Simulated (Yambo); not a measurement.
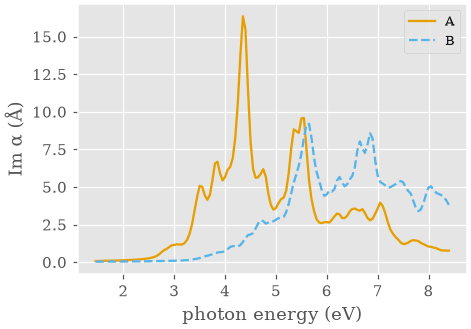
Two computed absorption spectra of a free-standing SnS$_{2}$ monolayer (symmetry P-3m1, slab cell 15.9 Å high) (Yambo, PBE bands with the same scissor, field along x)

Task: Which curve includes the electron-hole attraction (BSE), and where are its main peaks?

Result: Curve A: the attraction moves weight to lower energy (centre of the plotted range 5.1 eV against 6.4 eV). Its peaks lie at 3.5 eV, 3.9 eV, 4.3 eV, 5.5 eV. Settings: 18×18×1 mesh, 5 valence and 4 conduction bands, static screening with 52 bands and a 3 Ry block, scissor 1.56 eV, Tamm-Dancoff, stochastic integration of W near q = 0. The scissor comes from a G0W0 run whose convergence isn't established. Broadening 0.1 eV. The band window holds all transitions up to 8.5 eV. Fine structure above the onset can come from the mesh.

Spin-orbit coupling is not included.

Geometry relaxed with PBE+D3(BJ); primitive cell a = b = 3.6651 Å, c = 15.9000 Å, α = β = 90.00°, γ = 120.00°.

The potentials are those of PseudoDojo's stringent table.
